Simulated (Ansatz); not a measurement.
Redistribution: CH2F2 + C2F3I → CH2FI + C2F4

Species: CH2F2 `FCF`, singlet; C2F3I (trifluoroiodoethylene) `FC(F)=C(F)I`, singlet; CH2FI (fluoroiodomethane) `FCI`, singlet; C2F4 (tetrafluoroethylene) `FC(F)=C(F)F`, singlet. The partners trade F for I; both sit on C, so the bond types are kept.

Shapes, held fixed at every level: PBE0-D4/def2-TZVP. Programs: Ansatz 0.2.0. The zero-point and thermal change to 298 K, harmonic and unscaled (PBE0-D4/def2-TZVP), is -1.4 kJ/mol.

```
                level                    kind  ΔH(298 K) (kJ/mol)  less CCSD(T)/def2-TZVPP
        HF/def2-TZVPP            Hartree–Fock               +24.3                     -4.9
  B3LYP-D4/def2-TZVPP           global hybrid               +24.2                     -5.0
  BHLYP-D4/def2-TZVPP           global hybrid               +26.6                     -2.6
   PBE0-D4/def2-TZVPP           global hybrid               +22.4                     -6.8
r2SCAN0-D4/def2-TZVPP           global hybrid               +23.1                     -6.1
   wB97X-V/def2-TZVPP  range-separated hybrid               +26.2                     -3.0
        CCSD/def2-SVP   coupled cluster or CI               +27.0                     -2.2
   CCSD(T)/def2-TZVPP   coupled cluster or CI               +29.2                      0.0
```

The highest level, CCSD(T)/def2-TZVPP, gives ΔH(298 K) = +29.2 kJ/mol; the levels span +22.4 to +29.2. The column of differences is taken from that level and isn't an error. No measured value is set beside it here. For atoms past krypton def2 sets carry core potentials with scalar relativity. Outer-core shells of I are correlated in most correlated rows, in sets that cover them unevenly.

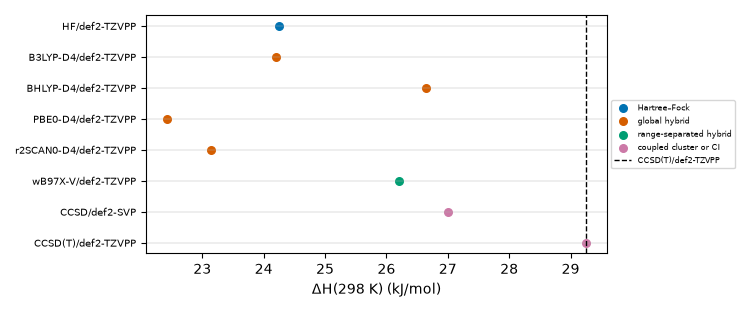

The values of the table, level by level.
